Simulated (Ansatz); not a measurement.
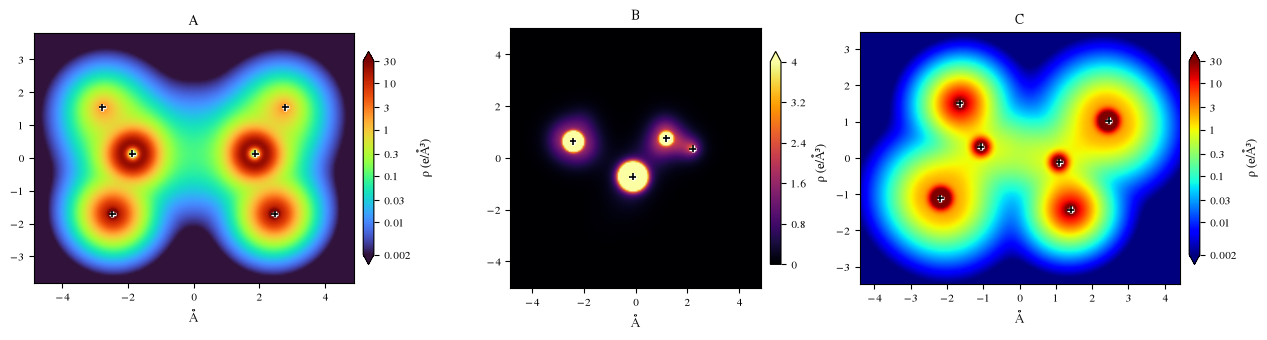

The total electron density of 3 systems, each on a plane through atoms (crosses mark nuclei in the plane).

All numbers below come from RKS PBE0-D4/def2-TZVPP in Ansatz 0.2.0.

System 1: B2Cl2F2H2O2, the plane of atoms F6, B5 and Cl7. Geometry: PBE0-D4/def2-TZVP.

```xyz
10

F    -1.9389   -0.2659   -0.2668
B    -0.9501    0.3995    0.3626
Cl   -1.4526    1.6570    1.5211
O     0.1200    0.8898   -0.6407
B     1.0853   -0.2239   -0.1883
F     2.2292    0.2664    0.2809
Cl    1.2285   -1.5479   -1.4128
O     0.0993   -0.5773    0.9429
H    -0.1521    0.8494   -1.5650
H    -0.1852   -1.4983    0.9692
```

System 2: Br2F2H2In2, the plane of atoms F5, In4 and H8. Geometry: PBE0-D4/def2-TZVP; core potentials replace the inner electrons of In.

```
atom    x (Å)    y (Å)    z (Å)
   F   1.3495   2.4932  -1.0396
  In  -0.0649   1.2273  -1.4136
  Br   1.1498  -1.1069  -1.0204
  In  -0.1039  -1.3292   1.3157
   F   1.2980  -0.8933   2.5758
  Br  -1.2806   1.0280   0.9446
   H  -1.1450   1.1944  -2.7138
   H  -1.2029  -2.6134   1.3513
```

System 3: C2H8FGaS (SMILES [CH3][Ga-]([CH3])([F])[SH2+]), the plane of atoms C1, Ga2 and S5. Geometry: PBE0-D4/def2-TZVP.

```tsv
atom	x (Å)	y (Å)	z (Å)
C	-1.3933	-1.1945	0.5622
Ga	-0.0948	-0.1034	-0.4301
C	1.7628	-0.4564	-0.9582
F	-0.8877	1.1206	-1.4897
S	0.2841	1.9221	1.2925
H	-0.9865	-1.5325	1.5179
H	-2.3085	-0.6289	0.7465
H	-1.6604	-2.0823	-0.0165
H	1.7907	-1.2124	-1.7471
H	2.3553	-0.8265	-0.1190
H	2.2305	0.4495	-1.3474
H	-0.1039	2.6494	0.2283
H	-0.9678	1.8605	1.7754
```

> Which map belongs to which system?

Panel A is system 2, Br2F2H2In2: the plane holds F, In and H. In–F (1.93 Å): the density is about 0.82 e/Å³ at the midpoint. Panel B is system 3, C2H8FGaS: the plane holds C, Ga, S and H. C–Ga (1.96 Å): ρ at the midpoint is about 0.79 e/Å³. Panel C is system 1, B2Cl2F2H2O2: the plane holds F, B and Cl. B–F (1.33 Å): ρ is about 2.2 e/Å³ halfway.
